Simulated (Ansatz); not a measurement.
**BN, pressure series**

Base system: BN in the wurtzite structure (space group P6_3mc, No. 186).

```
CELL_PARAMETERS angstrom
      2.54100     0.00000     0.00000
     -1.27050     2.20057     0.00000
      0.00000     0.00000     4.20330
ATOMIC_POSITIONS crystal
  B  0.33333 0.66667 0.00027
  B  0.66667 0.33333 0.50027
  N  0.33333 0.66667 0.37473
  N  0.66667 0.33333 0.87473
```

Cell and atoms are relaxed at each pressure.

Calculations: PBEsol/PAW in Ansatz (a program for electronic structure), no spin-orbit coupling.

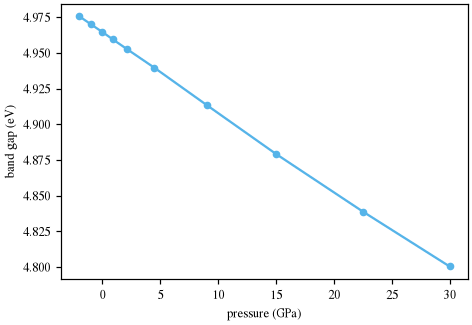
Figure. Band gap against pressure

Problem. From the plot, what is the band gap for pressure 9 GPa?

Solution. About 4.91 eV.

Problem. Is the trend monotonic over the range shown?

Solution. Yes, it falls throughout, spanning 4.80 eV to 4.98 eV.

Load acts through the strain it causes; cell and atoms are relaxed under it. Stability against distortions was not tested. Competing high-pressure phases were not computed.
